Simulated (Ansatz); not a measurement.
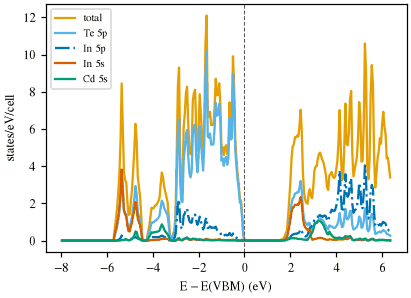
Figure: Total and projected density of states of CdIn$_{2}$Te$_{4}$ in space group I-4 (No. 82; Cd on 2a, In on 2b, In on 2d, Te on 8g), DFT-r²SCAN in the program Ansatz with PAW potentials

Which orbitals carry the states next to the gap?

Top 1 eV of the valence band: Te 5p 90 %. Bottom 1 eV of the conduction band: Te 5p 45 %, In 5s 35 %, In 5p 7 %, outside the projected shells 6 %. Projections are on Löwdin-orthogonalised atomic valence shells; empty p or d shells of many metals are not among them.

Where is the tallest occupied peak in this window, and what makes it?

Near -1.6 eV, about 12 states/eV per cell; the largest projected share is Te 5p.

The first step of the workflow began from a Materials Project structure, measured or hypothetical; the Crystallography Open Database files this formula in space group No. 82, but the cells were not matched. Its standing as an ambient phase is unchecked. The cell was relaxed with r²SCAN under the symmetry of its start; its stability against distortions is not shown here. Spin–orbit coupling is left out wherever it is not named.

Potentials: the later of the program's two PAW sets.
